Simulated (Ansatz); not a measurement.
```
CELL_PARAMETERS angstrom
6.45362 0.00000 -0.28786
0.00000 3.01728 0.00000
-1.09081 0.00000 9.66728
ATOMIC_POSITIONS crystal
Be 0.46850 0.50000 0.84906
Br 0.94184 0.50000 0.75135
Br 0.43564 0.00000 0.34387
Br 0.08571 0.00000 0.17926
F 0.63366 0.50000 0.74380
F 0.25165 0.50000 0.74790
F 0.48843 0.00000 0.91843
F 0.69457 0.00000 0.46632
```

Space group Pm; a structure from a database of computed crystals, not necessarily the ambient phase; a generated structure, not necessarily the stable one; computed without spin polarisation.

All numbers below come from DFT PBE, scalar-relativistic, plane waves, PAW (Ansatz 0.2.0).

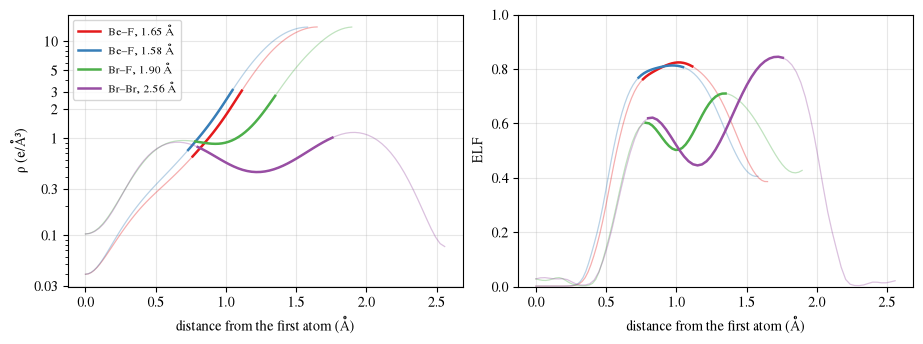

BeBr3F4. Valence electron density and ELF along straight lines between neighbouring atoms. Thin, pale parts lie inside the atomic spheres.

The density is the valence pseudo-density of a PAW calculation; it isn't the true density close to the nuclei.

> Compare the contacts.

Be–F (1.65 Å): ρ at the midpoint is about 0.82 e/Å³; the ELF peaks at about 0.80 in the valence shell of F, 0.6 Å from its nucleus, and is about 0.80 at the midpoint.
Be–F (1.58 Å): the density is about 0.95 e/Å³ at the midpoint; the ELF peaks at about 0.80 in the valence shell of F, 0.6 Å from its nucleus, and is about 0.80 at the midpoint.
Br–F (1.90 Å): ρ is about 0.88 e/Å³ halfway; the ELF peaks at about 0.70 in the valence shell of F, 0.5 Å from its nucleus, and drops to about 0.50 between the two atoms.
Br–Br (2.56 Å): ρ is about 0.45 e/Å³ halfway; the ELF peaks at about 0.85 between the atoms.
